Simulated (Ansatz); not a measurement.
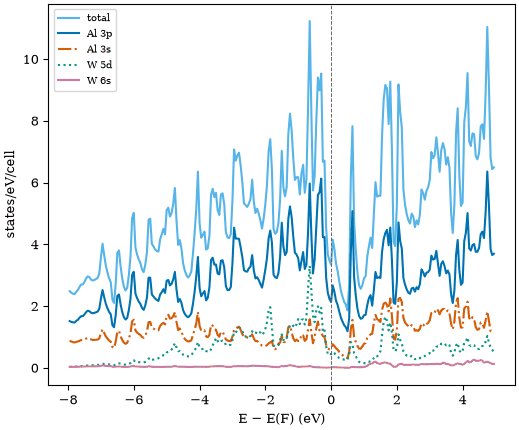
Figure. Total and projected density of states of Al12W in space group Im-3 (No. 204; Al on 24g, W on 2a), plane-wave PAW PBEsol (Ansatz code)

Problem. Which orbitals carry the states next to the Fermi level?

Solution. Within 0.5 eV of the Fermi level: Al 3p 63 %, W 5d 17 %, Al 3s 16 %. Projections are on Löwdin-orthogonalised atomic valence shells; empty p or d shells of many metals are not among them.

Problem. Where is the tallest occupied peak in this window, and what makes it?

Solution. Near -0.6 eV, about 11 states/eV per cell; the largest projected share is Al 3p.

The workflow started from a Materials Project entry (that database holds measured and hypothetical structures alike); the Crystallography Open Database copy checked does not list it. Whether it is the stable phase at ambient conditions was not checked. The cell was relaxed with PBEsol under the symmetry of its start; its stability against distortions is not shown here. No spin polarisation was allowed. Scalar-relativistic: spin–orbit coupling is off unless named, which matters more the heavier the elements.

Potentials: the later of the program's two PAW sets.
